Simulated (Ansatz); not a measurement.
Electronic density of states of amorphous La12Si12O42, density 4.48 g/cm³, on a 2×2×2 Γ-centred mesh with a Gaussian width of 0.1 eV; energies count from the Fermi level, whose place inside the gap is arbitrary. Cell and mesh are small, so fine structure isn't converged. All values below come from PBE, scalar-relativistic without spin-orbit coupling (plane waves to 420 eV, PAW; Ansatz, a quantum-chemistry and plane-wave program). Sampling: a 2×2×2 Γ-centred mesh; Fermi-Dirac width 0.02 eV; no spin polarisation. At PBE the levels at the filled edge of the gap are localised (band-tail or defect states).

The cell was made by melting and quenching with the CHGNet potential and then relaxed with DFT. O atoms were pushed apart under 1.9 Å during the dynamics, to hinder bonds among them. The hot cell started wider than the set density and was brought back towards it in steps. It is the lowest in DFT energy of 2 quenches. It is a model cell: composition and starting density were chosen by hand, and all elements were melted together. No dispersion term was used. Its density started from a set value of 4.40 and ended at 4.48 g/cm³. The quench (nominally 280 K/ps over its main leg) was far faster than any real one, so the model tends to hold more defects than a real film. One small periodic cell is one sample of the glass; other quenches scatter about these values. The volume was free in the relaxation, at fixed shape. Stress components on the final sampling reach 1.4 GPa.

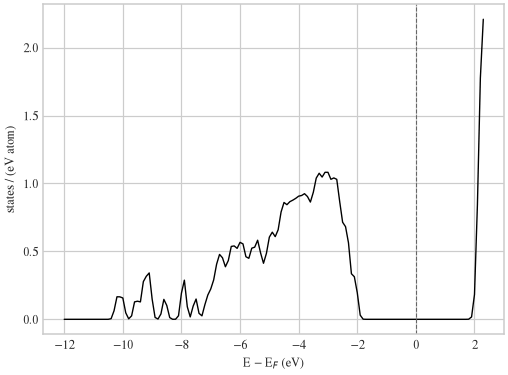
Fig. 1. Density of states per atom

The level gap on this mesh is 4.02 eV; the broadening fills part of it in the curve.
